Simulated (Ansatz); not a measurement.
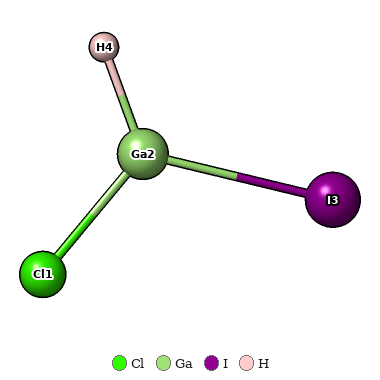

The system is ClGaHI, SMILES [Cl][GaH][I]; the picture shows the grid point nearest to the relaxed geometry. Two internal coordinates are moved rigidly from the geometry relaxed at PBE0-D4/def2-TZVP, all others fixed. First axis: bond Ga2–I3. Second axis: angle I3–Ga2–H4. Grid: 5 × 5 points. Energies are in kcal/mol, from the lowest grid point. Computed with RKS PBE-D4/def2-TZVPP (Ansatz).

Its coordinates:

```xyz
4

Cl   -2.0088   -0.0365   -0.4875
Ga    0.0746    0.1912   -0.0866
I     1.2542   -1.8421    1.1496
H     0.8187    1.4837   -0.5086
```

Range: bond Ga2–I3 from 2.024 to 3.579 Å; angle I3–Ga2–H4 from 99.5 to 147.5°.

**Predict the map.**

The lowest grid point is at bond Ga2–I3 = 2.656 Å, angle I3–Ga2–H4 = 123.5°. The bottom of the well lies between grid points, at about bond Ga2–I3 = 2.480 Å, angle I3–Ga2–H4 = 124°, about 2.5 kcal/mol lower on the interpolated surface. No other kind of well shows on this grid. The highest grid point, bond Ga2–I3 = 2.024 Å, angle I3–Ga2–H4 = 147.5°, lies 61.6 kcal/mol above the lowest. Round the minimum the two coordinates are nearly uncoupled.

```
angle I3–Ga2–H4 ↓, bond Ga2–I3 →  2.024  2.281  2.656  3.094  3.579
                           147.5   61.6   15.0    7.7   24.5   44.9
                           135.5   50.6    6.4    1.7   20.4   42.3
                           123.5   47.6    4.1    0.0   19.2   41.4
                           111.5   50.0    6.1    1.5   20.1   42.0
                            99.5   57.5   12.3    6.1   23.3   44.0
```

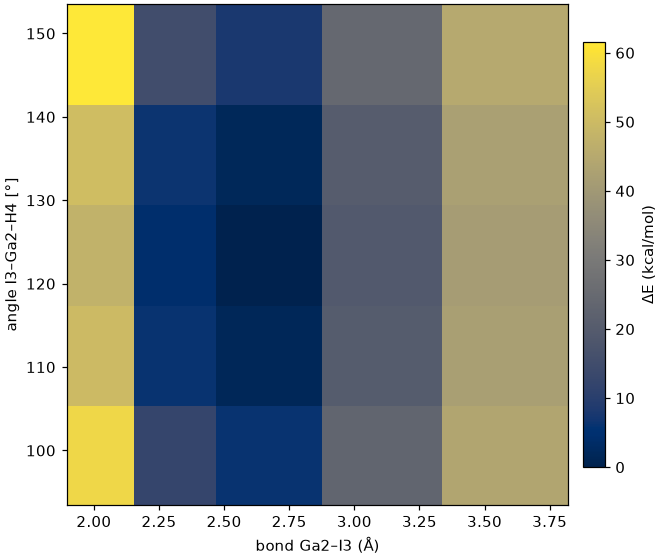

The picture shows one coloured cell a grid point.
